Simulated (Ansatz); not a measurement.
## Molecular dynamics of SiH₂Cl₂ (part 3 of 3)

The same run, continued: SiH₂Cl₂; RKS PBE0-D4/def2-SVP (Ansatz 0.2.0). It belongs to a series of runs on one base structure; here: dynamics from the highest image of the converged band.

Geometry of the input (Å):
```
Si -0.4460  0.0109  0.3630
H  0.8986  -0.0405  1.4104
Cl 2.1164  0.0221  0.5328
H  -0.4589  1.1230  -0.6529
Cl -0.8740  -1.6622  -0.7784
```

Log, continued
```
md step   198: t =    99.00 fs  T =  2740.6 K  F+E_penalty+E_count = -32934.12417395 eV  E_kin = 1.062759 eV  conserved = -32933.06141499 eV  (29 SCF iters, 3 dispersion substeps)
md step   199: t =    99.50 fs  T =  2702.0 K  F+E_penalty+E_count = -32934.10913068 eV  E_kin = 1.047764 eV  conserved = -32933.06136656 eV  (29 SCF iters, 3 dispersion substeps)
these checks for a lower state are left out or cut short: starts, cluster_reference, orbital_swaps, neighbouring_geometries, increment
627 factors; integrals over basis functions are off by at most 5.1e-4 eV
mean field evaluation 1376: about -32933.9971 eV, gradient 1.1e-1 eV
mean field -32933.99715620 eV, -1210.3020720251 hartree, gradient 1.6e-5 eV, S^2 0.000000; 0 other end points of the search recorded, 0 dependent functions left out
the calculation of the forces begins
reference -32933.99717563 eV, -1210.3020727394 hartree; 25, 25 occupied and 39, 39 virtual orbitals, 627 factors
627 factors; integrals over basis functions are off by at most 5.1e-4 eV
mean field -32933.99715620 eV, -1210.3020720251 hartree, gradient 1.6e-5 eV, S^2 0.000000; 1 other end points of the search recorded, 0 dependent functions left out
the calculation of the forces begins
reference -32933.99717563 eV, -1210.3020727394 hartree; 25, 25 occupied and 39, 39 virtual orbitals, 627 factors
md step   200: t =   100.00 fs  T =  2688.3 K  F+E_penalty+E_count = -32934.10383700 eV  E_kin = 1.042488 eV  conserved = -32933.06134906 eV  (24 SCF iters, 3 dispersion substeps)
```

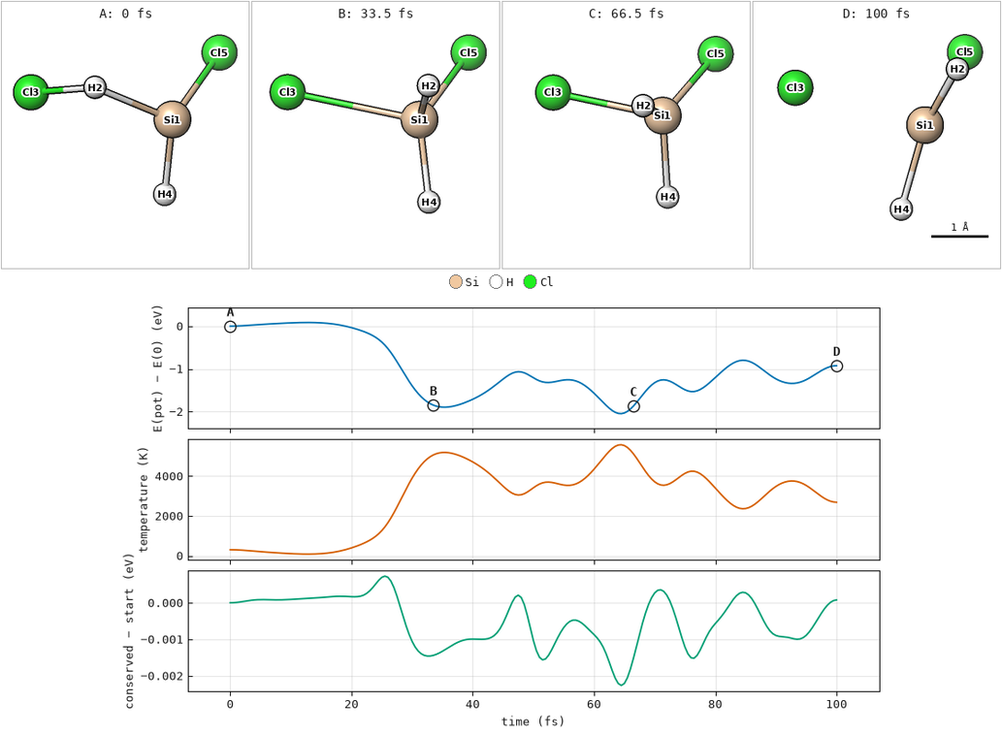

Frames of the molecular dynamics (ball-and-stick, seen at a tilt) above the curves, on which the letters mark them. The trajectory kept here has 201 frames over 100 fs. The temperature starts at 300 K, ranges from 82 to 5577 K and averages 3715 K over the second half. The potential energy ends 0.926 eV below its first value. The conserved quantity stays within 0.003 eV. After an unweighted best fit of the last frame on the first, the root-mean-square displacement is 0.74 Å, and H2 has moved furthest (1.20 Å).

```
Total energy: -32934.10385644 eV, -1210.3059931866 hartree
Atom 0 at    -0.441010     0.150566     0.422829 Å, force     4.313019    -2.194534    -1.823240 eV/Å
Atom 1 at    -0.953839    -0.630840     1.624262 Å, force    -0.127962     1.613683     0.107482 eV/Å
Atom 2 at     1.979619    -0.096862     0.424206 Å, force    -2.600963     0.532928     0.451940 eV/Å
Atom 3 at    -0.239420     1.520013    -0.402052 Å, force    -1.180137    -1.309637     1.238320 eV/Å
Atom 4 at    -0.694676    -1.648374    -0.730436 Å, force    -0.403957     1.357561     0.025498 eV/Å
Dipole moment:    -0.757485     0.480177     0.230467 e Å
```

Trajectory as extended XYZ (Å, eV, eV/Å), 18 of the 201 frames kept, from step=0 to step=200
```
5
Properties=species:S:1:pos:R:3:forces:R:3 step=0 time_fs=0.0 energy=-32933.17776 temperature=300.0
Si   -0.4460    0.0109    0.3630    0.0038   0.0141  -0.0026
H     0.8986   -0.0405    1.4104   -0.0188  -0.0061   0.0034
Cl    2.1164    0.0221    0.5328    0.0290   0.0021  -0.0020
H    -0.4589    1.1230   -0.6529   -0.0094  -0.0069   0.0024
Cl   -0.8740   -1.6622   -0.7784   -0.0046  -0.0032  -0.0013
5
Properties=species:S:1:pos:R:3:forces:R:3 step=12 time_fs=6.0 energy=-32933.13131 temperature=180.4
Si   -0.4453   -0.0043    0.3562   -0.3164   0.5774   0.1371
H     0.8925    0.0096    1.3660   -0.0646  -0.0462   0.4014
Cl    2.1059    0.0147    0.5299    0.4079   0.0554  -0.2477
H    -0.5687    1.0426   -0.7115    0.1285   0.2491   0.0591
Cl   -0.8607   -1.6419   -0.7672   -0.1555  -0.8357  -0.3499
5
Properties=species:S:1:pos:R:3:forces:R:3 step=24 time_fs=12.0 energy=-32933.09371 temperature=83.5
Si   -0.4477   -0.0120    0.3511    0.1758   1.2770   0.3521
H     0.8633    0.0435    1.4289   -0.1734  -0.0835  -0.1031
Cl    2.0987    0.0078    0.5250    0.0430   0.0828  -0.0588
H    -0.6348    1.0333   -0.7384    0.2129   0.0844   0.3915
Cl   -0.8489   -1.6296   -0.7593   -0.2583  -1.3608  -0.5818
5
Properties=species:S:1:pos:R:3:forces:R:3 step=35 time_fs=17.5 energy=-32933.13824 temperature=198.5
Si   -0.4479   -0.0064    0.3504    0.9207   0.8439   0.7711
H     0.7790    0.0496    1.4708   -0.5070  -0.1248  -0.1959
Cl    2.0927    0.0022    0.5197   -0.2159   0.1031  -0.1267
H    -0.6371    1.0644   -0.6659    0.0786   0.3500   0.0386
Cl   -0.8403   -1.6294   -0.7568   -0.2764  -1.1722  -0.4871
5
Properties=species:S:1:pos:R:3:forces:R:3 step=47 time_fs=23.5 energy=-32933.39912 temperature=871.9
Si   -0.4372    0.0097    0.3565    1.6979   0.4269  -0.8836
H     0.5219    0.0157    1.4963   -0.6623  -0.1443   1.1145
Cl    2.0840   -0.0030    0.5124   -0.6064   0.1102  -0.5567
H    -0.6167    1.1892   -0.5523   -0.1528  -0.0731   0.2825
Cl   -0.8334   -1.6396   -0.7582   -0.2764  -0.3196   0.0434
5
Properties=species:S:1:pos:R:3:forces:R:3 step=59 time_fs=29.5 energy=-32934.47084 temperature=3632.3
Si   -0.4023    0.0304    0.3546    4.4614  -0.5911   0.5086
H    -0.0030   -0.0669    1.8266   -1.5647  -0.0339  -0.5165
Cl    2.0683   -0.0070    0.5000   -2.1576   0.1614  -0.6162
H    -0.6528    1.3055   -0.3572   -0.4422  -0.1037   0.1327
Cl   -0.8293   -1.6529   -0.7592   -0.2969   0.5673   0.4913
5
Properties=species:S:1:pos:R:3:forces:R:3 step=71 time_fs=35.5 energy=-32935.07495 temperature=5189.1
Si   -0.3203    0.0443    0.3593    1.6909  -1.1645   2.6133
H    -0.9152   -0.1542    1.9795    1.0060   0.2311  -2.5594
Cl    2.0321   -0.0095    0.4820   -3.0501   0.2346  -0.1886
H    -0.8103    1.3754   -0.1236    0.2277  -0.3802  -0.2980
Cl   -0.8276   -1.6610   -0.7560    0.1256   1.0790   0.4327
5
Properties=species:S:1:pos:R:3:forces:R:3 step=82 time_fs=41.0 energy=-32934.81793 temperature=4527.0
Si   -0.2259    0.0447    0.3883   -1.8244  -1.2165   0.4834
H    -1.5048   -0.1781    1.4543    2.4811  -0.0042  -0.2164
Cl    1.9737   -0.0098    0.4638   -2.4491   0.2292   0.2810
H    -0.8871    1.3462    0.0004    1.1289  -0.0626  -0.7083
Cl   -0.8251   -1.6595   -0.7493    0.6634   1.0542   0.1603
5
Properties=species:S:1:pos:R:3:forces:R:3 step=94 time_fs=47.0 energy=-32934.25506 temperature=3078.5
Si   -0.1403    0.0310    0.4237   -1.3775  -0.4849  -2.6966
H    -1.4740   -0.2128    0.8720   -0.6003  -0.2856   3.0776
Cl    1.8887   -0.0082    0.4467    0.0331  -0.0866   0.7597
H    -0.6285    1.3267   -0.0929    0.9570   0.5328  -0.6449
Cl   -0.8161   -1.6487   -0.7410    0.9878   0.3244  -0.4958
5
Properties=species:S:1:pos:R:3:forces:R:3 step=106 time_fs=53.0 energy=-32934.49159 temperature=3684.8
Si   -0.0806    0.0123    0.4292   -6.1456   0.6651  -2.7885
H    -1.4108   -0.2840    1.1661    1.5020   0.8720   1.0738
Cl    1.8062   -0.0079    0.4370    4.8531  -0.8347   1.2211
H    -0.0940    1.3873   -0.3506   -0.9212  -1.0661   0.7278
Cl   -0.7980   -1.6339   -0.7367    0.7117   0.3637  -0.2341
5
Properties=species:S:1:pos:R:3:forces:R:3 step=118 time_fs=59.0 energy=-32934.62340 temperature=4026.2
Si   -0.0895    0.0000    0.4034   -6.0852  -0.2597   0.3595
H    -0.9630   -0.1197    1.8161    1.3095   0.4635  -1.8633
Cl    1.7691   -0.0156    0.4392    6.9956  -1.2527   1.3738
H     0.1433    1.1958   -0.4348   -2.1819   0.6949  -0.1305
Cl   -0.7733   -1.6157   -0.7346   -0.0380   0.3540   0.2606
5
Properties=species:S:1:pos:R:3:forces:R:3 step=129 time_fs=64.5 energy=-32935.22630 temperature=5576.9
Si   -0.1591   -0.0121    0.3810   -0.4390   1.2151   1.0536
H    -0.2071    0.1675    1.9484   -1.4149  -0.3824  -1.3631
Cl    1.7911   -0.0324    0.4517    3.6773  -0.4703  -0.0710
H    -0.2363    1.1640   -0.5155   -1.1274   0.2587   0.2435
Cl   -0.7508   -1.5966   -0.7308   -0.6961  -0.6211   0.1370
5
Properties=species:S:1:pos:R:3:forces:R:3 step=141 time_fs=70.5 energy=-32934.46274 temperature=3614.6
Si   -0.2451   -0.0096    0.3661    1.0111   3.3602  -0.6814
H     0.1933    0.3804    1.7214   -2.3239  -0.3715   1.1288
Cl    1.8501   -0.0554    0.4646    1.1216  -0.0549  -1.3390
H    -0.9652    1.1753   -0.4980    0.9753  -1.2005   1.2046
Cl   -0.7323   -1.5819   -0.7259   -0.7842  -1.7333  -0.3131
5
Properties=species:S:1:pos:R:3:forces:R:3 step=153 time_fs=76.5 energy=-32934.70927 temperature=4245.5
Si   -0.3178    0.0302    0.3469    2.3811   1.2828   1.6613
H    -0.1480    0.4483    1.7742   -1.0000  -0.7850   0.2214
Cl    1.9196   -0.0788    0.4658   -1.4825   0.4837  -0.9760
H    -1.4362    0.8706   -0.1405    0.5020   0.7457  -0.5050
Cl   -0.7212   -1.5833   -0.7236   -0.4006  -1.7272  -0.4016
5
Properties=species:S:1:pos:R:3:forces:R:3 step=165 time_fs=82.5 energy=-32934.08238 temperature=2632.8
Si   -0.3652    0.0866    0.3468    0.5181  -0.6138   2.9291
H    -0.7944    0.2609    1.8946    1.2470  -0.8304  -1.1604
Cl    1.9760   -0.0976    0.4575   -2.7733   0.9734  -0.3816
H    -1.7033    0.7556    0.0818    1.0189   1.0548  -1.2899
Cl   -0.7140   -1.6006   -0.7249   -0.0106  -0.5841  -0.0972
5
Properties=species:S:1:pos:R:3:forces:R:3 step=176 time_fs=88.0 energy=-32934.21577 temperature=2975.5
Si   -0.4003    0.1317    0.3755   -0.1138  -2.1387   0.3622
H    -1.0806   -0.1425    1.7148    1.2445   0.0493   0.0000
Cl    2.0046   -0.1067    0.4464   -3.0790   1.1014  -0.0129
H    -1.6643    0.9676   -0.0707    1.8939   0.4505  -0.4886
Cl   -0.7078   -1.6218   -0.7271    0.0544   0.5376   0.1394
5
Properties=species:S:1:pos:R:3:forces:R:3 step=188 time_fs=94.0 energy=-32934.48979 temperature=3680.9
Si   -0.4355    0.1567    0.4100    2.4760  -2.6006  -1.9476
H    -1.0388   -0.5674    1.5413    0.0196   1.0642   0.8974
Cl    2.0070   -0.1064    0.4341   -3.0758   0.9833   0.2450
H    -1.0605    1.3337   -0.3736    0.6865  -0.5040   0.8675
Cl   -0.7006   -1.6402   -0.7286   -0.1063   1.0572  -0.0623
5
Properties=species:S:1:pos:R:3:forces:R:3 step=200 time_fs=100.0 energy=-32934.10384 temperature=2688.3
Si   -0.4410    0.1506    0.4228    4.3130  -2.1945  -1.8232
H    -0.9538   -0.6308    1.6243   -0.1280   1.6137   0.1075
Cl    1.9796   -0.0969    0.4242   -2.6010   0.5329   0.4519
H    -0.2394    1.5200   -0.4021   -1.1801  -1.3096   1.2383
Cl   -0.6947   -1.6484   -0.7304   -0.4040   1.3576   0.0255
```

Summary

```json
{"quantity": "outcome", "value": "finished"}
{"quantity": "mean temperature over the second half", "value": "3715 K"}
{"quantity": "trajectory", "value": "200 steps, 100 fs"}
{"quantity": "ensemble", "value": "nve"}
{"quantity": "temperature in the input", "value": "300.0 K"}
{"quantity": "time step", "value": "0.5 fs"}
{"quantity": "potential energy (last step)", "value": "−32934.1039 eV"}
{"quantity": "mean-field energy (last step)", "value": "−32933.9972 eV"}
{"quantity": "largest force (length of the vector) (last step)", "value": "5.171 eV/Å"}
{"quantity": "hardware", "value": "1 thread of Arm Neoverse V2, 24 GiB of memory available, shared host"}
{"quantity": "wall time", "value": "5.4 min"}
{"quantity": "peak memory", "value": "0.12 GiB"}
```

Remarks

So short a trajectory is not equilibrated.
